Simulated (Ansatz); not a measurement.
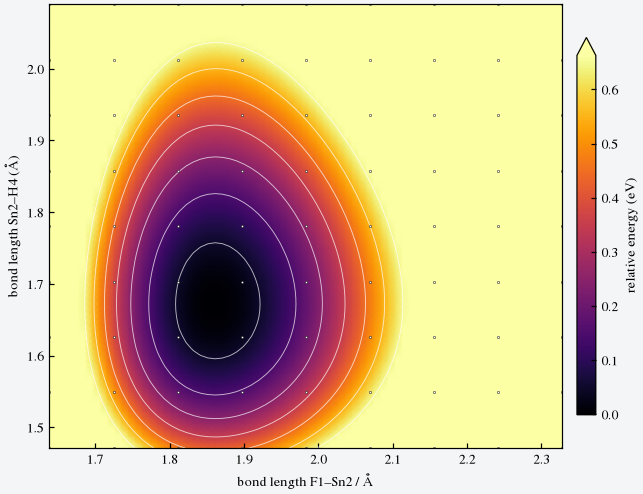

BrFHSn, SMILES [F][SnH+][Br], charge +1. 
- First axis: bond length F1–Sn2. Second axis: bond length Sn2–H4.
- Nothing is relaxed (all other coordinates rigid).
- Grid: 9 × 9 points.
- Points are written as (first, second).
- Energies: eV, counted from the relaxed molecule at the same level.
- Computed with RKS wB97M-V/def2-TZVP (Ansatz).

The picture shows a smooth colour map with a few white contour lines, dots at the grid points, one colour for all values above the top of the scale. Between grid points the surface is interpolated.

Where is the minimum, and how stiff is the well along each coordinate?

The interpolated minimum is at bond length F1–Sn2 ≈ 1.862 Å, bond length Sn2–H4 ≈ 1.672 Å. The curvatures there are about 31 eV/Å² and 16 eV/Å², with a cross term of about 0 eV/Å². Round the minimum the two coordinates are nearly uncoupled.
